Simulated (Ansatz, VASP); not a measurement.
# BAs in two plane-wave programs

Wanted: the spread between two codes on one cell, functional and k mesh. Valence electrons are named where the data sets of a main pair hold unlike numbers.

Program: Ansatz 0.2.0. Level of theory: plane waves, with VASP 6.6.1 beside it; band structure at PBE. Results are calculated unless marked as measured.

## 1. Starting point

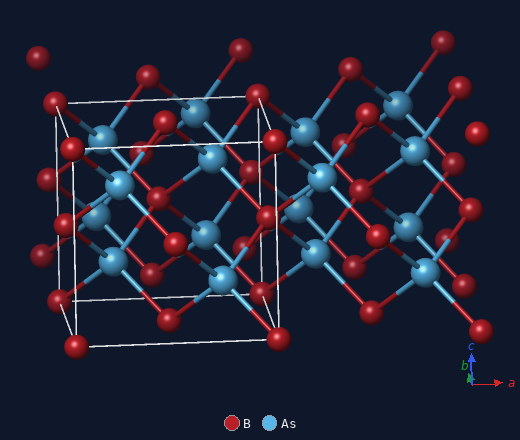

The cell as given, slightly off an axis (boron red, arsenic blue). 2×2×1 cells are drawn. This picture shows the conventional cell, with its axes. Bonds to atoms that aren't drawn are left out. Some periodic images of atoms are drawn too.

Structure file:

```cif
data_structure
_symmetry_space_group_name_H-M 'F-43m'
_symmetry_Int_Tables_number 216
_cell_length_a 4.7770
_cell_length_b 4.7770
_cell_length_c 4.7770
_cell_angle_alpha 90.000
_cell_angle_beta 90.000
_cell_angle_gamma 90.000
_cell_volume 109.01
loop_
_atom_site_label
_atom_site_type_symbol
_atom_site_symmetry_multiplicity
_atom_site_Wyckoff_symbol
_atom_site_fract_x
_atom_site_fract_y
_atom_site_fract_z
_atom_site_occupancy
B1 B 4 a 0.00000 0.00000 0.00000 1
As1 As 4 d 0.25000 0.25000 0.75000 1
```

## 2. VASP: band structure, PBE

The same path points are solved in both programs, so levels can be compared one by one.

Lines of VASP's logs that name or quote its potential files are left out, and so is its time.

INCAR reads:

```
SYSTEM = BAs
PREC = Accurate
ENCUT = 340
EDIFF = 1E-08
NELM = 100
ISMEAR = 0
SIGMA = 0.01
LREAL = .FALSE.
ALGO = Normal
GGA = PE
NBANDS = 10
LORBIT = 11
LWAVE = .TRUE.
LCHARG = .FALSE.
KPAR = 8
```

POSCAR reads:

```
BAs
1.0
    0.0000000000      2.3885000000      2.3885000000
    2.3885000000      0.0000000000      2.3885000000
    2.3885000000      2.3885000000      0.0000000000
B As
1 1
Direct
    0.0000000000      0.0000000000      0.0000000000
    0.2500000000      0.2500000000      0.2500000000
```

KPOINTS reads:

```
Automatic mesh
0
Gamma
8 8 8
0 0 0
```

KPOINTS_OPT reads:

```
Line mode
12
Line-mode
Reciprocal
  0.00000000   0.00000000   0.00000000 GAMMA
  0.50000000   0.00000000   0.50000000 X

  0.50000000   0.00000000   0.50000000 X
  0.50000000   0.25000000   0.75000000 W

  0.50000000   0.25000000   0.75000000 W
  0.37500000   0.37500000   0.75000000 K

  0.37500000   0.37500000   0.75000000 K
  0.00000000   0.00000000   0.00000000 GAMMA

  0.00000000   0.00000000   0.00000000 GAMMA
  0.50000000   0.50000000   0.50000000 L

  0.50000000   0.50000000   0.50000000 L
  0.62500000   0.25000000   0.62500000 U

  0.62500000   0.25000000   0.62500000 U
  0.50000000   0.25000000   0.75000000 W

  0.50000000   0.25000000   0.75000000 W
  0.50000000   0.50000000   0.50000000 L

  0.50000000   0.50000000   0.50000000 L
  0.37500000   0.37500000   0.75000000 K

  0.62500000   0.25000000   0.62500000 U
  0.50000000   0.00000000   0.50000000 X
```

PAW data sets: B_GW and As_GW (PBE family, release 64).

Command:

```bash
$ mpirun -np 8 vasp_std
```

Numbers of over 12 decimals in the logs are rounded to 6 here.

Log:

```text
[banner, memory and clock lines left out]
running    8 mpi-ranks, on    1 nodes
 distrk:  each k-point on    1 cores,    8 groups
 distr:  one band on    1 cores,    1 groups

 POSCAR found type information on POSCAR B As
 POSCAR found :  2 types and       2 ions
|                                                                             |
|           W    W    AA    RRRRR   N    N  II  N    N   GGGG   !!!           |
|           W    W   A  A   R    R  NN   N  II  NN   N  G    G  !!!           |
|           W    W  A    A  R    R  N N  N  II  N N  N  G       !!!           |
|           W WW W  AAAAAA  RRRRR   N  N N  II  N  N N  G  GGG   !            |
|           WW  WW  A    A  R   R   N   NN  II  N   NN  G    G                |
|           W    W  A    A  R    R  N    N  II  N    N   GGGG   !!!           |
|                                                                             |
|     For optimal performance we recommend to set                             |
|       NCORE = 2 up to number-of-cores-per-socket                            |
|     NCORE specifies how many cores store one orbital (NPAR=cpu/NCORE).      |
|     This setting can greatly improve the performance of VASP for DFT.       |
|     The default, NCORE=1 might be grossly inefficient on modern             |
|     multi-core architectures or massively parallel machines. Do your        |
|     Unfortunately you need to use the default for GW and RPA                |
|     calculations (for HF NCORE is supported but not extensively tested      |
|     yet).                                                                   |
|                                                                             |

 LDA part: xc-table for (Slater+PW92), standard interpolation
 POSCAR, INCAR and KPOINTS ok, starting setup
 FFT: planning ... GRIDC
 FFT: planning ... GRID_SOFT
 FFT: planning ... GRID
 WAVECAR not read
 entering main loop
       N       E                     dE             d eps       ncg     rms          rms(c)
DAV:   1     0.711319146609E+01    0.71132E+01   -0.32629E+03   580   0.578E+02
DAV:   2    -0.115611201819E+02   -0.18674E+02   -0.17792E+02   822   0.100E+02
DAV:   3    -0.120588244478E+02   -0.49770E+00   -0.49724E+00   734   0.152E+01
DAV:   4    -0.120623650886E+02   -0.35406E-02   -0.35401E-02   776   0.144E+00
DAV:   5    -0.120623980402E+02   -0.32952E-04   -0.32951E-04   726   0.118E-01    0.401E+00
DAV:   6    -0.114633943120E+02    0.59900E+00   -0.17745E+00   884   0.690E+00    0.169E+00
DAV:   7    -0.114050748826E+02    0.58319E-01   -0.17486E-01   750   0.230E+00    0.734E-01
DAV:   8    -0.113978443159E+02    0.72306E-02   -0.19745E-02   672   0.898E-01    0.762E-02
DAV:   9    -0.113982026000E+02   -0.35828E-03   -0.60473E-04   714   0.163E-01    0.417E-02
DAV:  10    -0.113983357884E+02   -0.13319E-03   -0.20106E-04   666   0.983E-02    0.860E-03
DAV:  11    -0.113983348228E+02    0.96552E-06   -0.75154E-06   708   0.159E-02    0.418E-03
DAV:  12    -0.113983353495E+02   -0.52664E-06   -0.20966E-06   660   0.995E-03    0.634E-04
DAV:  13    -0.113983353342E+02    0.15281E-07   -0.63666E-08   722   0.176E-03    0.306E-04
DAV:  14    -0.113983354625E+02   -0.12829E-06   -0.11945E-08   528   0.585E-04    0.732E-05
DAV:  15    -0.113983354508E+02    0.11668E-07   -0.15937E-09   406   0.260E-04    0.336E-05
DAV:  16    -0.113983354342E+02    0.16588E-07   -0.22176E-10   386   0.119E-04    0.592E-06
DAV:  17    -0.113983354326E+02    0.16326E-08   -0.20449E-11   374   0.414E-05
   1 F= -.11398335E+02 E0= -.11398335E+02  d E =-.940602E-59
 Start KPOINTS_OPT (optional k-point list driver)
k-point batch [1-29\120]
       N       E                     dE             ncg
DAV:   1     0.419053529479E+03   -0.60694E+04      580
DAV:   2    -0.926455718588E+02   -0.51170E+03      952
DAV:   3    -0.103440131946E+03   -0.10795E+02      722
DAV:   4    -0.103531274839E+03   -0.91143E-01      776
DAV:   5    -0.103533724022E+03   -0.24492E-02      734
DAV:   6    -0.103533766450E+03   -0.42427E-04      830
DAV:   7    -0.103533766728E+03   -0.27809E-06      730
DAV:   8    -0.103533766737E+03   -0.88475E-08      750
[...]
k-point batch [117-120\120]
       N       E                     dE             ncg
DAV:   1     0.666706577617E+04   -0.10695E+04       80
DAV:   2     0.659046045869E+04   -0.76605E+02      118
DAV:   3     0.658888992391E+04   -0.15705E+01      110
DAV:   4     0.658888491272E+04   -0.50112E-02      104
DAV:   5     0.658888487810E+04   -0.34620E-04      112
DAV:   6     0.658888487805E+04   -0.56914E-07      116
DAV:   7     0.658888487805E+04   -0.19645E-09      112
 writing wavefunctions
```

Parts of OUTCAR (step 2):

```text
ion  position               nearest neighbor table
   1  0.000  0.000  0.000-   2 2.07   2 2.07   2 2.07   2 2.07
   2  0.250  0.250  0.250-   1 2.07   1 2.07   1 2.07   1 2.07

  LATTYP: Found a face centered cubic cell.
 ALAT       =     4.7770000000

 Subroutine GETGRP returns: Found 24 space group operations
 (whereof 24 operations were pure point group operations)

The static configuration has the point symmetry T_d .

 Found     29 irreducible k-points:

   k-points           NKPTS =     29   k-points in BZ     NKDIM =     29   number of bands    NBANDS=     10

   dimension x,y,z NGX =    20 NGY =   20 NGZ =   20
   dimension x,y,z NGXF=    40 NGYF=   40 NGZF=   40

   ENCUT  =  340.0 eV  24.99 Ry    5.00 a.u.   5.08  5.08  5.08*2*pi/ulx,y,z

   NELECT =       8.0000    total number of electrons

 k-points in reciprocal lattice and weights: Automatic mesh
   0.00000000  0.00000000  0.00000000       0.002
   0.12500000  0.00000000  0.00000000       0.016
   0.25000000  0.00000000  0.00000000       0.016
   0.37500000  0.00000000  0.00000000       0.016
   0.50000000  0.00000000  0.00000000       0.008
   0.12500000  0.12500000  0.00000000       0.012
   0.25000000  0.12500000  0.00000000       0.047
   0.37500000  0.12500000  0.00000000       0.047
   0.50000000  0.12500000  0.00000000       0.047
[...]
-0.37500000  0.50000000  0.12500000       0.023
  -0.25000000  0.50000000  0.25000000       0.012

 average (electrostatic) potential at core
       1 -26.7543       2 -48.7467

 E-fermi :   6.2811

 k-point     1 :       0.0000    0.0000    0.0000
  band No.  band energies     occupation
      1      -9.2402      2.00000
      2       6.1690      2.00000
      3       6.1690      2.00000
      4       6.1690      2.00000
      5       9.4374      0.00000
      6       9.4374      0.00000
      7       9.4374      0.00000
      8      10.8235      0.00000
      9      15.7336      0.00000
    ...

 k-point     2 :       0.1250    0.0000    0.0000
  band No.  band energies     occupation
      1      -8.9839      2.00000
      2       4.2015      2.00000
      3       5.7302      2.00000
      4       5.7302      2.00000
      5       9.5496      0.00000
      6      10.0145      0.00000
      7      10.0145      0.00000
      8      12.1074      0.00000
      9      16.6809      0.00000
    ...

 k-point     3 :       0.2500    0.0000    0.0000
  band No.  band energies     occupation
      1      -8.2379      2.00000
      2       1.2261      2.00000
      3       5.0193      2.00000
      4       5.0193      2.00000
      5       9.2179      0.00000
      6      10.8132      0.00000
      7      10.8132      0.00000
      8      14.0556      0.00000
      9      17.3951      0.00000
    ...

  Total        0.4924171      0.4924171      0.4924171     -0.0000000      0.0000000     -0.0000000
  in kB       28.9492950     28.9492950     28.9492950     -0.0000000      0.0000000     -0.0000000
  external PRESSURE =      28.9492950 kB  Pullay stress =       0.0000000 kB

  energy-cutoff  :      340.00
  volume of cell :       27.25
      direct lattice vectors                 reciprocal lattice vectors
     0.000000000  2.388500000  2.388500000    -0.209336404  0.209336404  0.209336404
     2.388500000  0.000000000  2.388500000     0.209336404 -0.209336404  0.209336404
     2.388500000  2.388500000  0.000000000     0.209336404  0.209336404 -0.209336404

 POSITION                                       TOTAL-FORCE (eV/Angst)
 -----------------------------------------------------------------------------------
      0.00000      0.00000      0.00000         0.000000      0.000000      0.000000
      1.19425      1.19425      1.19425        -0.000000     -0.000000     -0.000000
 -----------------------------------------------------------------------------------
    total drift:                                0.000001      0.000001      0.000000

  FREE ENERGIE OF THE ION-ELECTRON SYSTEM (eV)
  ---------------------------------------------------
  free  energy   TOTEN  =       -11.3983354326 eV

  energy  without entropy=      -11.3983354326  energy(sigma->0) =      -11.39833543

 total charge
# of ion       s       p       d       tot
------------------------------------------
    1        0.637   1.122   0.000   1.759
    2        1.152   1.624   0.088   2.864
--------------------------------------------------
tot          1.789   2.746   0.088   4.623

[... 3 further parts left out ...]
```

The run ends at a pressure of 2.89 GPa.

## 3. Ansatz: band structure, PBE

Ansatz runs on its default PAW (the set named soft_2) files.

The same cell, functional, mesh and smearing now go to Ansatz, which takes its cutoff from its data sets.

input.yaml reads:

```yaml
crystal:
  lattice:
    - [0.0, 2.3885, 2.3885]
    - [2.3885, 0.0, 2.3885]
    - [2.3885, 2.3885, 0.0]
  atoms:
    - { symbol: B, position: [0.0, 0.0, 0.0] }
    - { symbol: As, position: [0.25, 0.25, 0.25] }
hamiltonian:
  xc: pbe
  pseudopotentials: { kind: paw }
kpoints:
  mp_grid: { grid: [8, 8, 8] }
  band_path:
    path:
      - [0.0, 0.0, 0.0]
      - [0.18182, 0.0, 0.18182]
      - [0.36364, 0.0, 0.36364]
      - [0.40909, 0.0, 0.40909]
      - [0.5, 0.0, 0.5]
      - [0.5, 0.09091, 0.59091]
      - [0.5, 0.18182, 0.68182]
      - [0.5, 0.25, 0.75]
      - [0.45455, 0.29545, 0.75]
      - [0.40909, 0.34091, 0.75]
      - [0.375, 0.375, 0.75]
      - [0.20455, 0.20455, 0.40909]
      - [0.06818, 0.06818, 0.13636]
      - [0.04545, 0.04545, 0.04545]
      - [0.22727, 0.22727, 0.22727]
      - [0.40909, 0.40909, 0.40909]
      - [0.51136, 0.47727, 0.51136]
      - [0.55682, 0.38636, 0.55682]
      - [0.60227, 0.29545, 0.60227]
      - [0.61364, 0.25, 0.63636]
      - [0.56818, 0.25, 0.68182]
      - [0.51136, 0.25, 0.73864]
      - [0.5, 0.29545, 0.70455]
      - [0.5, 0.38636, 0.61364]
      - [0.5, 0.47727, 0.52273]
      - [0.47727, 0.47727, 0.54545]
      - [0.43182, 0.43182, 0.63636]
      - [0.38636, 0.38636, 0.72727]
      - [0.60227, 0.20455, 0.60227]
      - [0.55682, 0.11364, 0.55682]
      - [0.5, 0.0, 0.5]
    npoints: 1
scf:
  occupations: { method: gaussian, width: 0.01 }
  n_extra_bands: 7
output:
  forces: true
  stress: true
  eigenvalues: true
  write_density: true
  write_potential: true
  elf: true
  volumetric_format: npy
```

Command:

```bash
$ ansatz run input.yaml --threads 2 --pin off --max-ram 4608MiB --backend cpu --events-out ev --progress --plain --runs-dir out
```

Log:

```text
scf.n_extra_bands = 7 over 9 filled bands (N_el = 18.0): the run solves 16 bands
Engine: ansatz 0.2.0, x86_64-unknown-linux-gnu
Pseudopotentials: kind: paw
Pseudopotential: B, paw, valence charge 3, recommended cutoff 420 eV (normal), B.paw.azcp
Pseudopotential: As, paw, valence charge 15, recommended cutoff 420 eV (normal), As.paw.azcp
Functional definition: PBE
  parameter kappa = 0.804
  parameter beta = 0.066725
  exchange = pbe_x(kappa = kappa, mu = beta*pi^2/3)
  correlation = pbe_c(beta = beta)
Crystal: 2 atoms, lattice volume = 27.252 Å³
Basis set: ecut = 420 eV, 531 PW (Γ), exchange–correlation on 48×48×48 points (8 copies of the dense FFT grid, shifted against one another)
Bands: 16, of which v1, the nominal top of the filled ones, is band 9 counted from 1 (8 counted from 0)
Symmetry: 24 space group operations
Space group: F-43m (ITA 216), of the structure as read, at distance tolerance 3.0e-5 Å
k-points: 29 of 512 (time reversal used)
Non-local potential: B, projectors of the file, l = 0: 2, l = 1: 2, l = 2: 1
Non-local potential: As, projectors of the file, l = 0: 2, l = 1: 2, l = 2: 3, l = 3: 1
PAW form: soft (Blöchl's): semilocal exchange-correlation on the pseudo side does not see the compensation charge
PAW one-centre angular grid: B, 110 points (default); XC on 64 Gauss nodes
PAW one-centre angular grid: As, 590 points (default); XC on 64 Gauss nodes
Initial density: superposition of atomic densities (neutral atoms: chi_scale 0, normalization atom), corrected by the library's trained network
Initial wavefunctions: pseudopotential atomic-orbital guess
Functional: x = pbe(κ = 0.804, μ = 0.219515), c = pbe(β = 0.066725)
SCF iter   1: F=—  HF=-5012.097960 eV  |F-HF|=—  |Δ(HF+E_count)|=         —  Δρ=8.29e-4  dr2=1.25e-4  ethr=1.77e-3  ⟨swp⟩=6.0  Hψ=2523  notcnv=0
preconditioner: auto → none  [insulator: Δε(μ)=1.198 eV  Ē_g=15.645 eV  σ=0.010 eV  W_gap=1.00  n_scr=8 (ndim 8)  ℏωp=20.1 eV  f_vac=0.001  D(μ)=0.00/eV (n_scr^D=0)  ε∞_Penn≈2.7]
SCF iter   2: F=—  HF=-5012.098057 eV  |F-HF|=—  |Δ(HF+E_count)|=   9.67e-5  Δρ=5.11e-4  dr2=5.55e-5  ethr=6.97e-7  ⟨swp⟩=2.8  Hψ=1133  notcnv=0  defer=71
SCF iter   3: F=—  HF=-5012.098066 eV  |F-HF|=—  |Δ(HF+E_count)|=   9.24e-6  Δρ=2.93e-4  dr2=9.10e-6  ethr=3.08e-7  ⟨swp⟩=2.8  Hψ=659  notcnv=0  defer=71
SCF iter   4: F=—  HF=-5012.098097 eV  |F-HF|=—  |Δ(HF+E_count)|=   3.08e-5  Δρ=9.46e-5  dr2=3.17e-6  ethr=5.06e-8  ⟨swp⟩=2.0  Hψ=669  notcnv=0  defer=71
SCF iter   5: F=—  HF=-5012.098095 eV  |F-HF|=—  |Δ(HF+E_count)|=   1.44e-6  Δρ=3.61e-5  dr2=4.28e-7  ethr=1.76e-8  ⟨swp⟩=2.2  Hψ=652  notcnv=0  defer=71
SCF iter   6: F=-5012.098095 eV  HF=-5012.098095 eV  |F-HF|=6.35e-8  |Δ(HF+E_count)|=   1.45e-7  Δρ=1.27e-5  dr2=4.71e-8  ethr=5.56e-10  ⟨swp⟩=8.2  Hψ=2667  notcnv=0
SCF 1 converged in 6 iterations: F = -5012.098095 eV  dr2 = 4.71e-8
  greatest PAW one-centre occupation: 0.999 electrons in one spin orbital (limit 2), on the As atom at site 1 (counted from 0), in its partial waves of l = 2
NSCF: frozen V_eff on 31 k-points
SCF converged after 6 iterations
Free energy (F): -5012.098095 eV
Harris-Foulkes:  -5012.098095 eV  (|F-HF|=6.35e-8)
Internal energy: -5012.098095 eV  (E = F + TS)
E sigma→0 (E₀):  -5012.098095 eV
Fermi energy:    11.725280 eV
--- Per-component energies (eV) ---
  E_band       = -210.274316
  E_kinetic    = 152.093617
  E_local      = -1693.943194  (includes V_loc(G=0)·N_el)
  E_nonlocal   = -657.799313
  E_hartree    = 940.055313
  E_xc         = -111.431881
  E_vxc        = -117.663904  (∫ρ·V_xc dr)
  E_paw        = -1915.297646  (= ΣΔE_a)
  E_vpaw       = 226.935710  (= ΣTr[D̂ρ^β])
  E_aug_tail   = 0.000007  (compensation charges beyond the density's cutoff)
  E_ewald      = -1725.774997
  E_smearing   = -0.000000  (= −TS)
  E_closure    = -0.000000  (closes the sum)
  Σ components = -5012.098095   (vs F -5012.098095, Δ=0.00e0)
--- Forces (eV/Å), atoms counted from 1 ---
  atom   1  B      0.00000000    -0.00000000     0.00000000
  atom   2  As     0.00000000    -0.00000000    -0.00000000
  max |Σ_I F_I| component: 5.19e-16 eV/Å
--- Stress (GPa, compression-positive) ---
        2.769940      -0.000000      -0.000000
       -0.000000       2.769940       0.000000
       -0.000000       0.000000       2.769940
  P = ⅓ Tr σ = 2.7699 GPa (27.699 kbar)
--- Band table (eV; the first three rows and the last of 29) ---
  k-point 0: bands = [... 5 lower, -4.2770, 11.1267, 11.1267, 11.1267, 14.4073, 14.4073, 14.4073, 15.8003, ... 3 higher]
  k-point 1: bands = [... 5 lower, -4.0209, 9.1629, 10.6890, 10.6890, 14.5218, 14.9846, 14.9846, 17.0810, ... 3 higher]
  k-point 2: bands = [... 5 lower, -3.2753, 6.1921, 9.9790, 9.9790, 14.1913, 15.7861, 15.7861, 19.0311, ... 3 higher]
  k-point 28: bands = [... 5 lower, 0.0640, 3.0745, 5.6456, 5.9402, 16.3925, 17.0683, 17.9428, 18.1740, ... 3 higher]
```

Wall time 0.91 s (2 threads of Intel Xeon Platinum 8375C at 2.90GHz (Ice Lake), shared host); peak memory 0.32 GiB.

## 4. Differences

Known differences besides the potentials themselves: the data sets hold 18 valence electrons in Ansatz (on its default PAW (the set named soft_2) files) and 8 in VASP; the cutoff is 420 eV in Ansatz and 340 eV in VASP; VASP leaves aspherical gradient terms in its spheres out (LASPH is not set), Ansatz keeps them. Total energies have different zeros and are not compared.

Compared:

| quantity | Ansatz | VASP | difference |
| --- | --- | --- | --- |
| gap over the path points (eV) | 1.186 | 1.170 | +0.016 |

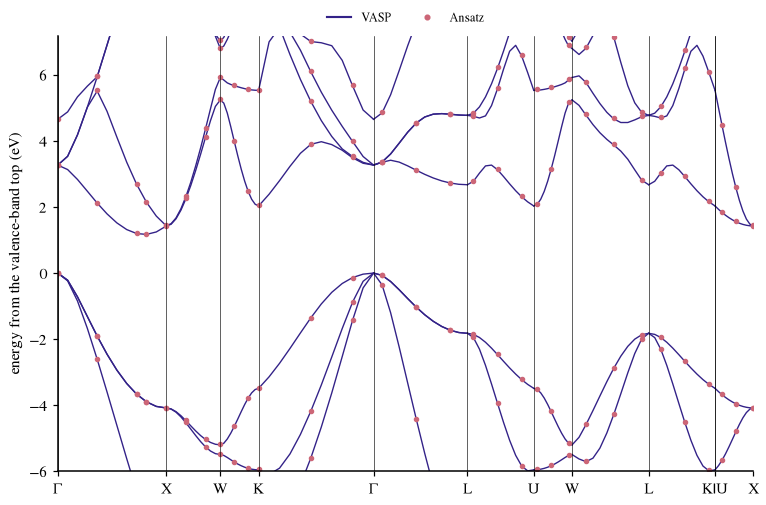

Bands from VASP (lines) and levels from Ansatz (dots). Dots without a line are higher empty bands that the VASP plot leaves out.

Levels at points of the path, from each program's valence-band top (eV; 3 filled, then empty):

| k (reciprocal lattice) | Ansatz | VASP |
| --- | --- | --- |
| 0.000 0.000 0.000 | 0.00 0.00 0.00 3.28 3.28 3.28 | 0.00 0.00 0.00 3.27 3.27 3.27 |
| 0.182 0.000 0.182 | -2.61 -1.90 -1.90 2.13 5.53 5.96 | -2.61 -1.91 -1.91 2.12 5.51 5.94 |
| 0.364 0.000 0.364 | -6.59 -3.66 -3.66 1.21 2.71 9.76 | -6.60 -3.66 -3.66 1.20 2.69 9.73 |
| 0.409 0.000 0.409 | -7.49 -3.89 -3.89 1.19 2.16 10.57 | -7.50 -3.90 -3.90 1.17 2.15 10.53 |
| 0.500 0.000 0.500 | -8.52 -4.08 -4.08 1.44 1.45 11.39 | -8.54 -4.08 -4.08 1.42 1.43 11.35 |
| 0.500 0.091 0.591 | -8.41 -4.52 -4.46 2.26 2.33 10.45 | -8.42 -4.53 -4.46 2.24 2.31 10.41 |
| 0.500 0.182 0.682 | -8.15 -5.25 -5.03 4.13 4.39 8.28 | -8.17 -5.26 -5.04 4.11 4.37 8.25 |
| 0.500 0.250 0.750 | -8.05 -5.48 -5.19 5.27 5.94 6.82 | -8.07 -5.49 -5.20 5.24 5.92 6.80 |
| 0.455 0.295 0.750 | -8.07 -5.71 -4.63 4.01 5.70 7.60 | -8.09 -5.72 -4.64 3.99 5.67 7.58 |
| 0.409 0.341 0.750 | -8.12 -5.90 -3.77 2.49 5.58 8.73 | -8.14 -5.91 -3.78 2.47 5.56 8.70 |

Among the levels compared at these points, filled levels agree within 18 meV and empty ones within 41 meV. Not compared: the pressure (VASP's GW data sets at this cutoff don't carry it).

## 5. What came out

- largest difference of a filled level at the path points (band structure, PBE): 18 meV

What this shows: The largest difference of a filled level at the path points is 18 meV (band structure, PBE), within the 80 meV picked in this series as the mark of a large difference. The data sets hold unlike numbers of valence electrons (18 in Ansatz and 8 in VASP), so part of the differences comes from the potentials. Such differences can come from data sets, numerical settings and the points named under the comparisons, not from the functional's error against experiment.

[Lines on the potential files, build, host, timing and source positions are cut from VASP's logs without a mark.]

[Logs are printed without paths, hosts, clocks, repeated set-up lines and the standing remarks that a program may print on its own settings, such as how far it seeks lower states.]

[Hosts, paths, dates, database ids (printed as entryN), source tags and the programs' standing remarks are cut or masked in the printed files.]
